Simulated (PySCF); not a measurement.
System: H₇NPSi₂ (charge −1).

Input

```
{"job": {"kind": "uv", "xc": "PBE0", "basis": "def2-SVPD", "nstates": 8, "ntriplets": 3}, "charge": -1, "multiplicity": 1}
Si    -1.390032    -0.904752    -0.054986
N     -0.086254     0.077327    -0.519888
Si     1.556187     0.222247    -0.021253
P     -0.297555     1.836898    -0.671326
H     -1.925629    -0.684973     1.310931
H     -0.921357    -2.299980    -0.110565
H     -2.497837    -0.697057    -0.994052
H      1.840683     0.934368     1.237827
H      1.990633    -1.189461     0.288814
H      2.368101     0.642840    -1.164697
H     -0.631516     2.065214     0.673232
```

Run with:

```sh
OMP_NUM_THREADS=1 python probes_run.py task.json out
```

Geometry: GFN2-xTB.

Theory: PBE0/def2-SVPD, SCF density, gas phase (PySCF).

What can the converged electron density and electron localisation function tell about the bonding?

Si–N (1.70 Å): the density is about 1.1 e/Å³ at the midpoint; the ELF peaks at about 0.90 between the atoms, as expected for a polar covalent bond.
P–N (1.78 Å): the density is about 1.1 e/Å³ at the midpoint; the ELF peaks at about 0.85 between the atoms; a shared but strongly polarised pair.
Si–H (1.47 Å): ρ at the midpoint is about 0.76 e/Å³; the ELF climbs to about 1 towards the hydrogen, as it does in any bond to H.

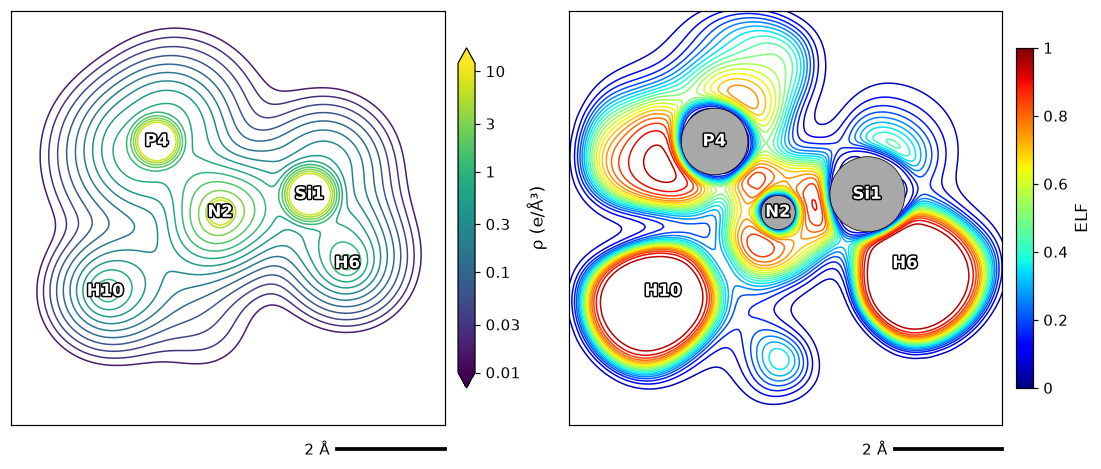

Computed electron density and electron localisation function on the plane of atoms N2, Si1 and H6, in this order. Grey discs cover the atomic cores in the ELF map. 
